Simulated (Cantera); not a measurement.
Input: 1 mol SiHCl₃, 0.27 mol C₂H₂, 6.4 mol H₂, equilibrated at 1050 K.

These are equilibrium values from Cantera (NASA tables, ideal gas, pure condensed phases), not measurements of a reactor. Candidate condensed phases: C, C₆H₆, C₇H₈, C₈H₁₈, Si, SiC; 109 gas species. The tables' values for SiCl₃ are old estimates; treat these amounts as uncertain. Equilibrium is a limit: real reactors are often held back by kinetics, nucleation or transport.

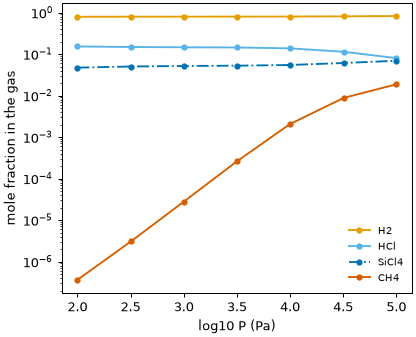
Fig. 1. Equilibrium gas composition (values under 1e-9 drawn at 1e-9)

From 100 Pa to 100000 Pa the condensed part is SiC(s). The main Si-bearing gas is SiCl₄ throughout.
